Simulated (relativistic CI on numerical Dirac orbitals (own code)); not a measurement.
# Ru²⁺: resonant inelastic X-ray scattering at the L2,3 edge

Which low excitations of Ru²⁺ show in RIXS, and at which incident energy? 6 crystal fields.

Program: relativistic CI on numerical Dirac orbitals (own code) version 3. Level of theory: Dirac-Coulomb-Breit CI, KLI orbitals optimised for each configuration, model QED (radiative potential, 1s self-energy scaled to tabulated hydrogen-like ionisation energies), valence Slater integrals scaled by 0.7, Kramers-Heisenberg scattering through one core-hole configuration in a parametric crystal field. These are calculated values, not measurements, unless marked.

## (1) What is computed

| Quantity | Value |
| --- | --- |
| ion | Ru²⁺ (Ru III) |
| nuclear charge | 44 |
| electrons | 42 |
| configurations | [Kr] 4d6 → [He] 2s2 2p5 3s2 3p6 3d10 4s2 4p6 4d7 |
| temperature | 300 K |
| core-hole width | 1.6 eV |
| field 1 (cm⁻¹) | D4h, 10Dq = 27850, Ds = -1500, Dt = -70 |
| field 2 (cm⁻¹) | D4h, 10Dq = 27850, Ds = -860, Dt = -70 |
| field 3 (cm⁻¹) | D4h, 10Dq = 27850, Ds = -210, Dt = -70 |
| field 4 (cm⁻¹) | D4h, 10Dq = 27850, Ds = 430, Dt = -70 |
| field 5 (cm⁻¹) | D4h, 10Dq = 27850, Ds = 1070, Dt = -70 |
| field 6 (cm⁻¹) | D4h, 10Dq = 27850, Ds = 1710, Dt = -70 |

## (2) Field 1: D4h, 10Dq = 27850, Ds = -1500, Dt = -70

Settings of the run:

```ini
atom Ru  Z=44  charge=2  electrons=42
nucleus A=102  rms_radius_fm=4.4809
hamiltonian dirac-coulomb  breit=on  qed=on  c_scale=1
orbitals kli  potential=per-configuration
slater_scale 0.7
correlation none
mixing on
configurations
  [Kr] 4d6
  [He] 2s2 2p5 3s2 3p6 3d10 4s2 4p6 4d7
end
rixs L2,3 T=300 core_hole_width=1.6
crystal_field D4h 10Dq=27850 Ds=-1500 Dt=-70
```

Started as:

```sh
python run_levels.py task.json out
```

One command runs all members of the session, one after another, from task.json.

The program writes no log. Results of the run, from its result record (rounded, main fields):

```text
status: converged
incident [eV]: [2841.5, 2970.5]
losses [loss_eV, degeneracy, irrep, S, I1, I2]:
  - [0, 1, "A1", 0.02292, 585.8, 86.55]
  - [2.343, 1, "A1", 1.009, 6.601, 4.932]
  - [2.365, 1, "A2", 1.004, 13.29, 3.444]
  - [2.408, 2, "E", 1.002, 13.62, 7.309]
  - [2.484, 1, "B2", 1.005, 4.063, 4.265]
  - [2.487, 1, "B1", 1, 12.33, 10.67]
  - [2.641, 2, "E", 1.006, 1.271, 1.608]
  - [2.662, 1, "A1", 1.004, 27.49, 26.3]
  - [3.063, 1, "B1", 1.008, 0.2485, 1.457]
  - [3.073, 1, "B2", 1.006, 13.7, 8.188]
  - [3.076, 2, "E", 0.8616, 100, 3.617]
  - [3.154, 1, "A2", 0.9242, 32.25, 2.323]
  - [3.174, 1, "A1", 1.006, 30.35, 30.7]
  - [3.226, 2, "E", 0.3472, 85.67, 45.46]
  - [3.284, 1, "A2", 0.2321, 43.02, 24.39]
  - [3.893, 2, "E", 1.008, 44.06, 25.76]
  - [3.902, 1, "B1", 1.016, 10.22, 10.62]
  - [4.143, 2, "E", 0.06279, 80.39, 28.44]
  - [5.017, 1, "B2", 0.02865, 42.06, 8.876]
  - [5.705, 1, "A2", 1.007, 0.4557, 0.007032]
  - [5.984, 2, "E", 1.001, 0.497, 0.06226]
  - [6.29, 1, "-", 0.9971, 0.4007, 0.2855]
  - "... 10 more rows left out ..."
ground_S: 0.0229191
```

Wall time 0.49 s (1 thread of Neoverse-V2, shared host).

## (3) Field 2: D4h, 10Dq = 27850, Ds = -860, Dt = -70

The settings differ from step 2 so:

```diff
@@ -12,2 +12,2 @@
 rixs L2,3 T=300 core_hole_width=1.6
-crystal_field D4h 10Dq=27850 Ds=-1500 Dt=-70
+crystal_field D4h 10Dq=27850 Ds=-860 Dt=-70
```

Main fields:

```text
status: converged
incident [eV]: [2841.4, 2970.4]
losses [loss_eV, degeneracy, irrep, S, I1, I2]:
  - [0, 1, "A1", 0.02252, 467.3, 69.92]
  - [2.498, 1, "A1", 1.008, 2.545, 2.07]
  - [2.545, 2, "E", 1.002, 5.902, 2.133]
  - [2.555, 1, "A2", 1.003, 10.17, 1.643]
  - [2.619, 1, "B2", 1.005, 0.9416, 1.427]
  - [2.619, 1, "B1", 1.002, 9.668, 8.57]
  - [2.675, 2, "E", 1.01, 1.867, 1.888]
  - [2.7, 1, "A1", 1.007, 30.01, 27.79]
  - [3.065, 2, "E", 0.934, 65.73, 6.038]
  - [3.075, 1, "B1", 1.007, 0.8549, 1.486]
  - [3.088, 1, "B2", 1.005, 12.72, 8.656]
  - [3.11, 1, "A2", 0.9291, 29.83, 1.625]
  - [3.136, 1, "A1", 1.005, 17.45, 18.02]
  - [3.289, 1, "A2", 0.2258, 37.6, 22.32]
  - [3.304, 2, "E", 0.2464, 100, 36.46]
  - [3.614, 2, "E", 0.9906, 19.67, 24.95]
  - [3.615, 1, "B1", 1.007, 6.72, 6.929]
  - [4.197, 2, "E", 0.03051, 48.61, 12.74]
  - [4.736, 1, "B2", 0.02624, 28.05, 5.986]
  - [6.398, 2, "-", 1.002, 0.4173, 0.0918]
  - [6.492, 2, "-", 1.001, 0.228, 0.5664]
  - [6.657, 1, "-", 0.7162, 1.112, 0.002201]
  - "... 7 more rows left out ..."
ground_S: 0.0225208
```

It took 0.49 s on 1 thread of Neoverse-V2, shared host.

## (4) Field 3: D4h, 10Dq = 27850, Ds = -210, Dt = -70

The settings differ from step 3 so:

```diff
@@ -12,2 +12,2 @@
 rixs L2,3 T=300 core_hole_width=1.6
-crystal_field D4h 10Dq=27850 Ds=-860 Dt=-70
+crystal_field D4h 10Dq=27850 Ds=-210 Dt=-70
```

Main fields:

```text
status: converged
incident [eV]: [2841.4, 2970.4]
losses [loss_eV, degeneracy, irrep, S, I1, I2]:
  - [0, 1, "A1", 0.02235, 571.1, 86.26]
  - [2.574, 1, "A1", 1.006, 5.134, 5.09]
  - [2.594, 2, "E", 1.005, 2.009, 0.2167]
  - [2.654, 1, "B1", 1.005, 7.565, 7.077]
  - [2.695, 1, "A2", 1.004, 6.962, 0.2351]
  - [2.71, 2, "E", 1.01, 3.834, 0.3398]
  - [2.759, 1, "A1", 1.01, 41.57, 37.53]
  - [3.105, 1, "A2", 0.8657, 54.06, 1.05]
  - [3.112, 2, "E", 0.9075, 100, 6.15]
  - [3.156, 1, "A1", 1.005, 14.35, 15.17]
  - [3.169, 1, "B1", 1.006, 7.973, 8.464]
  - [3.197, 1, "B2", 1.006, 15.6, 12.05]
  - [3.295, 2, "E", 0.8912, 60.88, 23.05]
  - [3.306, 1, "A2", 0.3387, 36.77, 30.08]
  - [3.335, 1, "B1", 1.001, 3.747, 3.976]
  - [3.385, 2, "E", 0.4517, 67.81, 58.56]
  - [4.307, 2, "E", 0.02916, 51.45, 11.95]
  - [4.44, 1, "B2", 0.02914, 28.51, 6.404]
  - [6.3, 2, "-", 0.9931, 0.5196, 0.05106]
  - [6.606, 2, "-", 0.9918, 0.5505, 0.6217]
  - [6.637, 2, "-", 0.9521, 0.5893, 0.3872]
  - [6.742, 2, "-", 0.2167, 1.51, 0.4354]
  - "... 5 more rows left out ..."
ground_S: 0.0223463
```

It took 0.49 s on 1 thread of Neoverse-V2, shared host.

## (5) Field 4: D4h, 10Dq = 27850, Ds = 430, Dt = -70

The settings differ from step 4 so:

```diff
@@ -12,2 +12,2 @@
 rixs L2,3 T=300 core_hole_width=1.6
-crystal_field D4h 10Dq=27850 Ds=-210 Dt=-70
+crystal_field D4h 10Dq=27850 Ds=430 Dt=-70
```

Main fields:

```text
status: converged
incident [eV]: [2841.4, 2970.4]
losses [loss_eV, degeneracy, irrep, S, I1, I2]:
  - [0, 1, "A1", 0.02235, 522.4, 78.88]
  - [2.601, 1, "A1", 1.005, 9.232, 8.467]
  - [2.608, 2, "E", 1.006, 0.5803, 0.09854]
  - [2.614, 1, "B1", 1.007, 3.358, 3.167]
  - [2.634, 1, "B2", 1.005, 0.8242, 0.2206]
  - [2.685, 2, "E", 1.006, 9.733, 0.459]
  - [2.738, 1, "A2", 1.008, 1.784, 0.1957]
  - [2.769, 1, "A1", 1.009, 37.17, 33.86]
  - [2.987, 2, "E", 0.9824, 49.01, 13.92]
  - [3.01, 1, "B1", 1.002, 9.391, 10.2]
  - [3.158, 1, "A2", 0.6302, 80.67, 0.3629]
  - [3.271, 1, "A1", 1.009, 10.78, 11.23]
  - [3.279, 2, "E", 0.7338, 100, 15.3]
  - [3.358, 1, "A2", 0.6317, 12.69, 28.99]
  - [3.373, 1, "B2", 1.007, 13.17, 11]
  - [3.381, 1, "B1", 1.001, 3.595, 3.84]
  - [3.388, 2, "E", 0.5515, 50.05, 50.08]
  - [4.142, 1, "B2", 0.02589, 21.84, 5.162]
  - [4.456, 2, "E", 0.04427, 51.12, 11.6]
  - [6.438, 2, "-", 0.9837, 0.6896, 0.05586]
  - [6.576, 2, "-", 0.9953, 0.325, 0.511]
  - [6.705, 2, "-", 0.3393, 2.017, 0.23]
  - "... 5 more rows left out ..."
ground_S: 0.0223523
```

It took 0.48 s on 1 thread of Neoverse-V2, shared host.

## (6) Field 5: D4h, 10Dq = 27850, Ds = 1070, Dt = -70

The settings differ from step 5 so:

```diff
@@ -12,2 +12,2 @@
 rixs L2,3 T=300 core_hole_width=1.6
-crystal_field D4h 10Dq=27850 Ds=430 Dt=-70
+crystal_field D4h 10Dq=27850 Ds=1070 Dt=-70
```

Main fields:

```text
status: converged
incident [eV]: [2841.4, 2970.4]
losses [loss_eV, degeneracy, irrep, S, I1, I2]:
  - [0, 1, "A1", 0.0225, 374.7, 55.97]
  - [2.577, 2, "E", 0.9997, 14.43, 3.977]
  - [2.579, 1, "B2", 1.004, 1.287, 0.4697]
  - [2.611, 1, "A1", 1.004, 9.012, 7.904]
  - [2.625, 2, "E", 1.008, 6.16, 0.8052]
  - [2.71, 1, "A2", 1.01, 0.8407, 0.6262]
  - [2.731, 1, "A1", 1.009, 25.87, 23.47]
  - [2.741, 2, "E", 1.005, 12.79, 9.658]
  - [2.748, 1, "B1", 0.9995, 6.415, 7.076]
  - [3.206, 1, "A2", 0.2895, 72.67, 4.651]
  - [3.298, 2, "E", 0.1439, 100, 21.67]
  - [3.45, 1, "A1", 1.012, 7.86, 8.207]
  - [3.487, 1, "A2", 0.8913, 0.1576, 16.9]
  - [3.524, 2, "E", 0.9706, 13.83, 20.52]
  - [3.574, 1, "B2", 1.008, 8.599, 7.937]
  - [3.579, 1, "B1", 1.002, 4.263, 4.865]
  - [3.841, 1, "B2", 0.02797, 13.65, 3.251]
  - [4.629, 2, "E", 0.02661, 43.72, 10.04]
  - [6.473, 2, "-", 0.9775, 0.6425, 0.1819]
  - [6.684, 2, "-", 0.351, 1.548, 0.231]
  - [6.714, 1, "-", 0.2112, 0.4016, 0.04201]
  - [7.143, 2, "-", 0.05569, 0.4282, 0.1285]
  - "... 2 more rows left out ..."
ground_S: 0.022504
```

Wall time 0.49 s (1 thread of Neoverse-V2, shared host).

## (7) Field 6: D4h, 10Dq = 27850, Ds = 1710, Dt = -70

The settings differ from step 6 so:

```diff
@@ -12,2 +12,2 @@
 rixs L2,3 T=300 core_hole_width=1.6
-crystal_field D4h 10Dq=27850 Ds=1070 Dt=-70
+crystal_field D4h 10Dq=27850 Ds=1710 Dt=-70
```

Main fields:

```text
status: converged
incident [eV]: [2841.5, 2970.5]
losses [loss_eV, degeneracy, irrep, S, I1, I2]:
  - [0, 1, "A1", 0.02278, 422.6, 62.22]
  - [2.323, 1, "B1", 1.006, 0.6442, 0.9879]
  - [2.347, 2, "E", 0.9987, 28.12, 12.6]
  - [2.512, 1, "B2", 1.002, 1.866, 0.6903]
  - [2.575, 1, "B1", 1.001, 5.535, 5.646]
  - [2.597, 2, "E", 1.005, 1.979, 2.922]
  - [2.612, 1, "A1", 1.003, 11.21, 10.75]
  - [2.637, 2, "E", 1.013, 1.912, 1.026]
  - [2.654, 1, "A2", 1.01, 1.098, 0.9716]
  - [2.678, 1, "A1", 1.01, 28.76, 24.79]
  - [3.227, 1, "A2", 0.1295, 93.09, 10.74]
  - [3.261, 2, "E", 0.05993, 100, 24.44]
  - [3.537, 1, "B2", 0.03572, 11.7, 3.789]
  - [3.652, 1, "A1", 1.015, 9.839, 10.41]
  - [3.669, 1, "A2", 0.9741, 1.294, 16.34]
  - [3.723, 2, "E", 1.005, 22.5, 19.47]
  - [3.785, 1, "B2", 1.012, 11.59, 9.022]
  - [3.79, 1, "B1", 1.004, 6.237, 7.47]
  - [4.817, 2, "E", 0.02985, 60.24, 14.27]
  - [5.663, 2, "E", 1, 0.4234, 0.01338]
  - [6.152, 2, "-", 1.006, 0.4655, 0.6643]
  - [6.191, 1, "-", 1.001, 0.05166, 0.413]
  - "... 6 more rows left out ..."
ground_S: 0.0227819
```

Run time: 0.49 s. Hardware: 1 thread of Neoverse-V2, shared host.

## (8) The fields side by side

| field | S, thermal mean | first incident energy (eV) | lowest loss over 0.08 eV (eV) | strongest such loss there (eV) | its level |
| --- | --- | --- | --- | --- | --- |
| 1: D4h | 0.02 | 2841.5 | 2.343 | 3.076 | E, S = 0.9 |
| 2: D4h | 0.02 | 2841.4 | 2.498 | 3.304 | E, S = 0.2 |
| 3: D4h | 0.02 | 2841.4 | 2.574 | 3.112 | E, S = 0.9 |
| 4: D4h | 0.02 | 2841.4 | 2.601 | 3.279 | E, S = 0.7 |
| 5: D4h | 0.02 | 2841.4 | 2.577 | 3.298 | E, S = 0.1 |
| 6: D4h | 0.02 | 2841.5 | 2.323 | 3.261 | E, S = 0.1 |

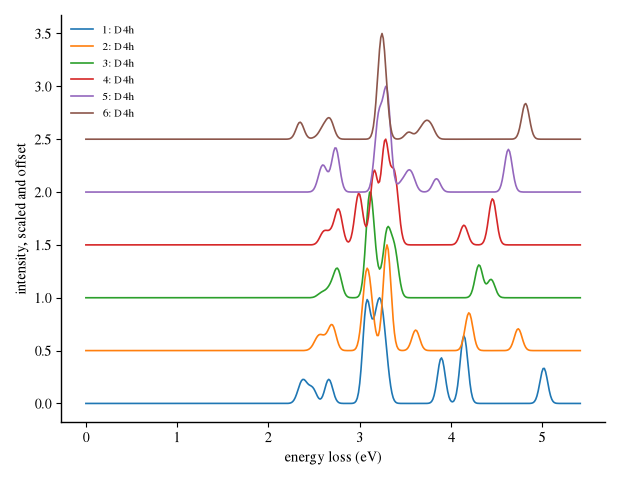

Losses over 0.08 eV at the first incident energy, broadened by 0.1 eV for the drawing.

## (9) Summary of results

| quantity | value |
| --- | --- |
| incident energies, field 1 | 2841.5, 2970.5 eV |
| strongest loss over 0.08 eV, field 1 | 3.08 eV |

In words: In field 1 the strongest loss over 0.08 eV at the first resonance is 3.08 eV (E, S = 0.9). Spin-orbit coupling in the valence shell mixes spin states, so S is only an average. Only the lowest levels kept in the record count, and labels are spin-orbit irreps. Polarisations are summed, and charge-transfer losses are outside the model.
